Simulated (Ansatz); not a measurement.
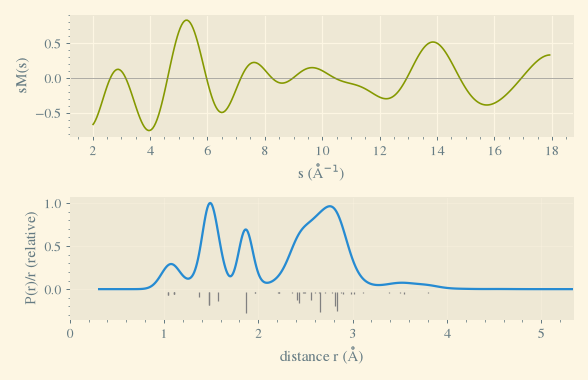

Simulated gas electron diffraction: reduced molecular intensity sM(s) from the Debye equation in the first Born approximation (top) and the radial distribution curve (bottom) of C₂H₆O₂S. Each pair of atoms contributes with weight ZᵢZⱼ/r (bars below the curve); damping constant 0.0015 Å²; vibrational amplitudes assumed, not computed: 0.05 Å for bonds, 0.078 Å for bonds to H, 0.06 + 0.015 r up to 0.15 Å for other pairs. The geometry is the end point of an optimisation (RKS PBE/STO-3G (Ansatz 0.2.0)); it may be a saddle point or a higher isomer. SMILES: CC(O)(O)S.

**Which pairs of atoms lie under the first 5 clear peaks? Mark bonded pairs by – and others by ···.**

Peak 1, 1.08 Å: O–H 1.04 Å (×2), C–H 1.11 Å (×3), not resolved
Peak 2, 1.49 Å: S–H 1.37 Å, O–C 1.48 Å (×2), C–C 1.58 Å, not resolved
Peak 3, 1.87 Å: S–C 1.86 Å, C···H 1.96 Å (×2), not resolved
Peak 4, 2.76 Å: O···C 2.56 Å, S···O 2.65–2.83 Å (×2), S···C 2.81 Å, S···H 2.89–3.01 Å (×3), not resolved; in its flanks O···O 2.43 Å
Peak 5, 3.52 Å: C···H 3.28–3.73 Å (×2), O···H 3.39–3.50 Å (×2), S···H 3.54–3.80 Å (×2), not resolved
